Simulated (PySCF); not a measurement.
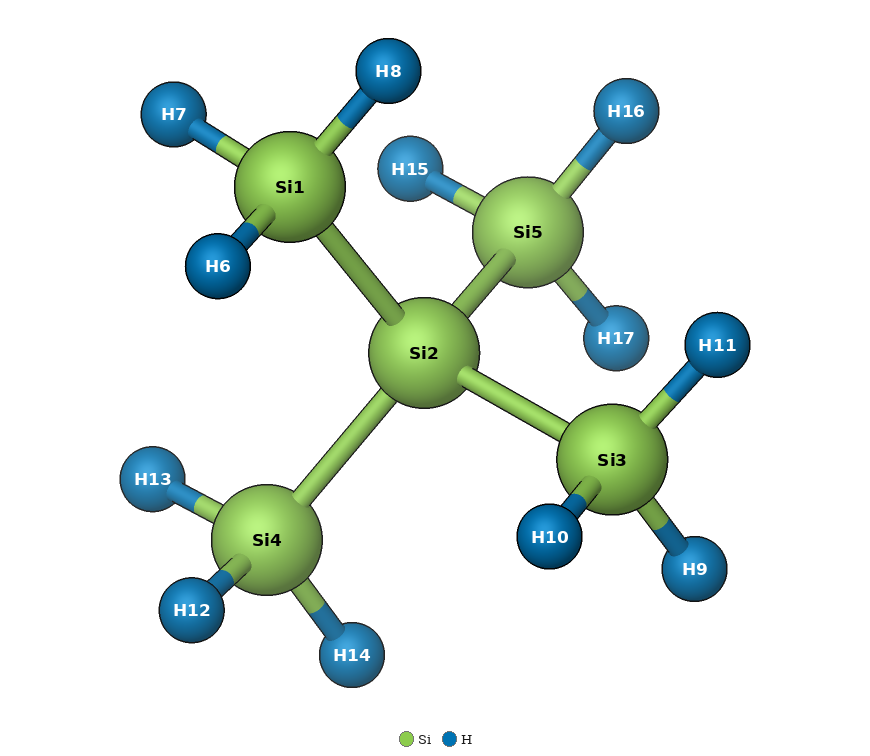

The computed structure is the end point of a PBE0-D3(BJ)/def2-TZVP optimisation. No frequency run is at hand to confirm it as a minimum. Method: GIAO ωB97X-D/pcSseg-2 NMR shielding, non-relativistic, gas phase (PySCF 2.14.0), and the same with a continuum solvent (IEF-PCM, Bondi radii x 1.2, gas-phase geometry).

How do dipole (D), HOMO–LUMO gap (eV), σ(Si2) (ppm), σ(Si1) (ppm), σ(Si5) (ppm) change in chloroform (ε = 4.7)?

```
    medium  dipole (D)  HOMO–LUMO gap (eV)  σ(Si2) (ppm)  σ(Si1) (ppm)  σ(Si5) (ppm)
 gas phase        0.05               11.08         509.7         443.2         443.2
chloroform        0.06               11.08         508.6         442.9         442.9
```
